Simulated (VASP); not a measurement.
Band structure of MoTe2 (2H layered). Calculation: AM05 GGA, VASP's PBE PAW potentials (set 64) (plane waves; VASP).

Without a dispersion term in the relaxation, distances and binding between the weakly bound layers, chains or molecules are unreliable, and so is what depends on them. Unless said otherwise, spin-orbit coupling is left out, though it shifts the bands of the heavy elements here.

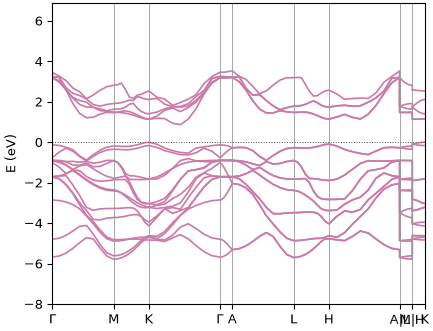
Figure: Bands along high-symmetry lines, zero at the valence-band maximum or, without a gap, the Fermi level

Question: Read the plot: is there a gap, and where are the band edges?

Answer: The gap is indirect, 0.87 eV, from the valence maximum at K to the conduction minimum at K-Γ at 0.44. (Edges off the drawn lines would not show.)

Measured: gap 1.06 eV at 4 K (computed value off by -0.19 eV), as given by Desman Perdamaian Gulo et al., Physical Review Materials (2023), doi:10.1103/physrevmaterials.7.044001.

The compound is MoTe2 in the 2H layered structure. It was relaxed first.
